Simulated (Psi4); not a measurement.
**UCCSD/def2-SVPD run of BSiH2F2 (SMILES FB(F)[SiH2])**

Aim: the vertical electron affinity of BSiH2F2 at UCCSD/def2-SVPD, from 2 runs. 

The results are computed with Psi4 1.11.

1 further run of the same task is left out (set aside as unsound or not needed).

### Step 1. The system as given

BSiH2F2: 6 atoms, total charge 0, spin state doublet. SMILES: `FB(F)[SiH2]`. The shape is that of a GFN2-xTB optimisation.

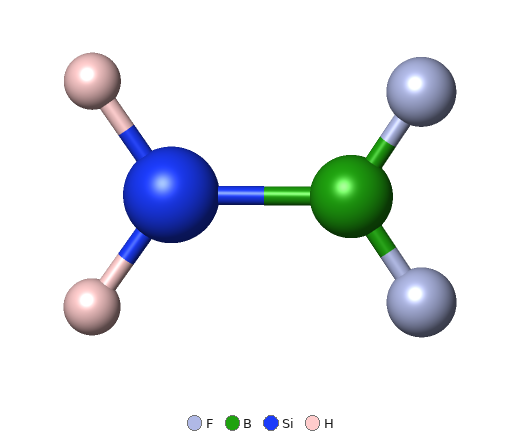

Viewed from a chosen angle; fluorine light blue, boron green, silicon blue, hydrogen pink.

### Step 2. The energy at UCCSD/def2-SVPD

job.py reads:

```python
import psi4

psi4.set_memory('1600 MB')
psi4.set_num_threads(1)
psi4.set_output_file('psi4.out', False)

geom = psi4.geometry("""
0 2
F      2.15207680    -1.25101759     2.97646982
B      0.99962733    -1.38414880     0.72926421
F      1.34673222    -3.61179575    -0.41604210
Si    -0.92749648     1.29795839    -0.68368401
H     -2.21466453     1.20534291    -3.11908746
H     -1.35631313     3.74367973     0.51306064
units au
symmetry c1
""")

psi4.set_options({
    'basis': 'def2-SVPD',
    'reference': 'uhf',
    'puream': True,
    'e_convergence': 1e-09,
    'd_convergence': 1e-08,
    'scf_type': 'pk',
    'num_frozen_docc': 8,
    'maxiter': 200,
})

result, w = psi4.energy("ccsd", molecule=geom, return_wfn=True)
print(f'total energy {result:.8f} hartree = {result * 27.211386:.5f} eV')
for k, v in sorted(psi4.core.scalar_variables().items()):
    print(f'{k:45s} {v:18.10f}')
```

Launch:

```console
python job.py
```

psi4.out:

```text
[...]
  Running in c1 symmetry.
[...]
  Nuclear repulsion =  137.985760394501909
[...]
  Multiplicity = 2
[...]
  Nalpha       = 20
  Nbeta        = 19
[...]
    Number of basis functions: 106
[...]
   @UHF iter   1:  -513.39951659727183   -8.78217e-01   3.63658e-03 ADIIS/DIIS
[...]
   @UHF iter  14:  -513.46947838205858   -2.72848e-12   3.42769e-09 DIIS
[...]
   @S^2 Observed:                7.639185265E-01
[...]
    Orbital Energies [Eh]
    ---------------------
    Alpha Occupied:
       1A    -68.773204     2A    -26.312134     3A    -26.312085
       4A     -7.736545     5A     -6.148985     6A     -4.267065
       7A     -4.256625     8A     -4.256308     9A     -1.621018
      10A     -1.584199    11A     -0.828153    12A     -0.777895
      13A     -0.758423    14A     -0.718571    15A     -0.696892
      16A     -0.664314    17A     -0.649550    18A     -0.510031
      19A     -0.506286    20A     -0.324552
    Alpha Virtual:
      21A      0.071170    22A      0.103667    23A      0.107360
      24A      0.119032    25A      0.133151    26A      0.146086
[...]
  @UHF Final Energy:  -513.46947838205858
   => Energetics <=
    Nuclear Repulsion Energy =            137.9857603945019093
    One-Electron Energy =                -987.9449903769673256
    Two-Electron Energy =                 336.4897516004068621
    Total Energy =                       -513.4694783820585826
  UHF NO Occupations:
  HONO-2 :   18  A 1.9992208
  HONO-1 :   19  A 1.9944273
[...]
 Multipole Moments:
 ------------------------------------------------------------------------------------
     Multipole            Electronic (a.u.)      Nuclear  (a.u.)        Total (a.u.)
 ------------------------------------------------------------------------------------
 L = 1.  Multiply by 2.5417464519 to convert [e a0] to [Debye]
 Dipole X            :          3.2779858           -3.7303344           -0.4523486
 Dipole Y            :         -4.5464694            5.1769351            0.6304657
 Dipole Z            :          2.3951240           -2.7261798           -0.3310557
 Magnitude           :                                                    0.8436256
[...]
      * MP2 total energy                      = -514.023872701857272
[...]
      * CCSD total energy                     = -514.052408199403885
```

Standard output:

```text
total energy -514.05240820 hartree = -13988.07850 eV
CC D1 DIAGNOSTIC                                    0.0000000000
CC D2 DIAGNOSTIC                                    0.0000000000
CC NEW D1 DIAGNOSTIC                                0.0000000000
CC T1 DIAGNOSTIC                                    0.0226706384
CCSD CORRELATION ENERGY                            -0.5829298173
CCSD DOUBLES ENERGY                                -0.5829298173
CCSD ITERATIONS                                    18.0000000000
CCSD OPPOSITE-SPIN CORRELATION ENERGY              -0.4504657645
CCSD SAME-SPIN CORRELATION ENERGY                  -0.1324640529
CCSD SINGLES ENERGY                                 0.0000000000
CCSD TOTAL ENERGY                                -514.0524081994
CURRENT CORRELATION ENERGY                         -0.5829298173
CURRENT ENERGY                                   -514.0524081994
CURRENT REFERENCE ENERGY                         -513.4694783821
DD SOLVATION ENERGY                                 0.0000000000
HF KINETIC ENERGY                                 512.9736106598
HF POTENTIAL ENERGY                             -1026.4430890418
HF TOTAL ENERGY                                  -513.4694783821
HF VIRIAL RATIO                                     2.0009666535
MP2 CORRELATION ENERGY                             -0.5543943198
MP2 DOUBLES ENERGY                                 -0.5543943198
MP2 OPPOSITE-SPIN CORRELATION ENERGY               -0.4100045342
MP2 SAME-SPIN CORRELATION ENERGY                   -0.1443897856
MP2 SINGLES ENERGY                                 -0.0000000000
MP2 TOTAL ENERGY                                 -514.0238727019
NUCLEAR REPULSION ENERGY                          137.9857603945
ONE-ELECTRON ENERGY                              -987.9449903770
PCM POLARIZATION ENERGY                             0.0000000000
PE ENERGY                                           0.0000000000
SCF ITERATION ENERGY                             -513.4694783821
SCF ITERATIONS                                     14.0000000000
SCF TOTAL ENERGY                                 -513.4694783821
TWO-ELECTRON ENERGY                               336.4897516004
```

It took 90 s on 1 thread of Intel Xeon 6975P-C (Granite Rapids), shared host; peak memory 1.1 GiB.

### Step 3. The singlet anion

calc.dat reads:

```
memory 1600 mb

molecule m {
  -1 1
  F      2.15207680    -1.25101759     2.97646982
  B      0.99962733    -1.38414880     0.72926421
  F      1.34673222    -3.61179575    -0.41604210
  Si    -0.92749648     1.29795839    -0.68368401
  H     -2.21466453     1.20534291    -3.11908746
  H     -1.35631313     3.74367973     0.51306064
  units bohr
  symmetry c1
  no_reorient
  no_com
}

set basis def2-SVPD
set puream true
set e_convergence 1e-09
set d_convergence 1e-08
set scf_type pk
set num_frozen_docc 8

result = energy('ccsd')
```

Launch:

```console
psi4 -i calc.dat -o calc.out -n 1
```

calc.out:

```text
[...]
  Running in c1 symmetry.
[...]
  Nuclear repulsion =  137.985760394501909
[...]
  Multiplicity = 1
[...]
  Nalpha       = 20
  Nbeta        = 20
[...]
    Number of basis functions: 106
[...]
   @RHF iter   1:  -513.39258031996610   -8.71281e-01   3.83857e-03 DIIS/ADIIS
[...]
   @RHF iter  11:  -513.47661912621129   -1.51203e-11   4.03838e-09 DIIS
[...]
    Orbital Energies [Eh]
    ---------------------
    Doubly Occupied:
       1A    -68.501416     2A    -26.109750     3A    -26.109710
       4A     -7.502750     5A     -5.875820     6A     -3.986718
       7A     -3.986184     8A     -3.986030     9A     -1.421162
      10A     -1.384678    11A     -0.624194    12A     -0.560427
      13A     -0.547519    14A     -0.518929    15A     -0.468706
      16A     -0.464307    17A     -0.452970    18A     -0.279161
      19A     -0.261490    20A     -0.035122
[...]
  @RHF Final Energy:  -513.47661912621129
   => Energetics <=
    Nuclear Repulsion Energy =            137.9857603945019093
    One-Electron Energy =                -996.7706746405959848
    Two-Electron Energy =                 345.3082951198828141
    Total Energy =                       -513.4766191262112898
[...]
 Multipole Moments:
 ------------------------------------------------------------------------------------
     Multipole            Electronic (a.u.)      Nuclear  (a.u.)        Total (a.u.)
 ------------------------------------------------------------------------------------
 L = 1.  Multiply by 2.5417464519 to convert [e a0] to [Debye]
 Dipole X            :        -19.8984267           19.9314894            0.0330628
 Dipole Y            :         27.5082820          -27.5656240           -0.0573419
 Dipole Z            :        -14.4805554           14.5125676            0.0320122
 Magnitude           :                                                    0.0735257
[...]
      * MP2 total energy                      = -514.065178669907709
[...]
      * CCSD total energy                     = -514.093559245388974
[...]
```

It took 31 s on 1 thread of Intel Xeon 6975P-C (Granite Rapids), shared host; peak memory 1 GiB.

### Step 4. What came out

Level: UCCSD/def2-SVPD, 8 core orbitals frozen.

| quantity | value |
| --- | --- |
| doublet BSiH2F2: total energy | -514.05241 Eh |
| doublet BSiH2F2: HOMO energy (Hartree–Fock orbitals) (highest over α and β) | -8.83 eV |
| doublet BSiH2F2: LUMO energy (Hartree–Fock orbitals) (lowest over α and β) | 0.46 eV |
| doublet BSiH2F2: correlation energy (8 core orbitals frozen) | -582.9 mEh |
| doublet BSiH2F2: ⟨S²⟩ of the reference determinant | 0.764 |
| doublet BSiH2F2: T1 diagnostic | 0.023 |
| singlet anion: total energy | -514.09356 Eh |
| singlet anion: HOMO energy (Hartree–Fock orbitals) | -0.96 eV |
| singlet anion: LUMO energy (Hartree–Fock orbitals) | 6.09 eV |
| singlet anion: HOMO–LUMO gap (to an unbound level, set by the basis) | 7.04 eV |
| singlet anion: correlation energy (8 core orbitals frozen) | -616.9 mEh |
| singlet anion: T1 diagnostic | 0.015 |
| vertical electron affinity (to the singlet anion) | 1.120 eV |

What this shows: At fixed nuclei the extra electron is bound by 1.12 eV (26 kcal/mol).
